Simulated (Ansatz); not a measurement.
```yaml
crystal:
  periodic: [false, false, false]
  atoms:
    - {symbol: N, position_ang: [-0.542903, 0.349833, -0.407772]}
    - {symbol: Al, position_ang: [0.080973, -1.172729, 0.024146]}
    - {symbol: Br, position_ang: [1.931498, -1.280279, 1.467266]}
    - {symbol: H, position_ang: [-0.099271, 1.352931, -0.107883]}
    - {symbol: H, position_ang: [-1.304929, 0.643619, -0.991030]}
basis:
  gaussian: {orbitals: def2-TZVPP}
magnetization: {spin_polarized: true, initial_magnetization: 1}
correlation: {method: ccsd_t}
scf: {omitted_lower_state_checks: [cluster_reference]}
output: {forces: true}
```

Geometry: atoms displaced at random (about 0.06 Å) from a stationary point of PBE0-D4.

Describe the molecule in this file.

Formula AlBrH2N. SMILES: `[NH2][Al][Br]`. It is an open-shell species. All atoms lie on one plane. Coordination: 1 N trigonal planar; 1 Al bent.

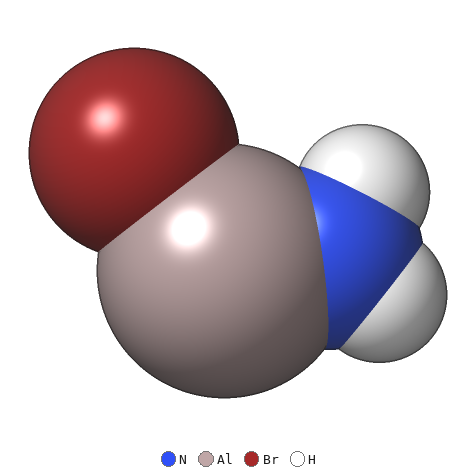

Source: calculation with Ansatz.
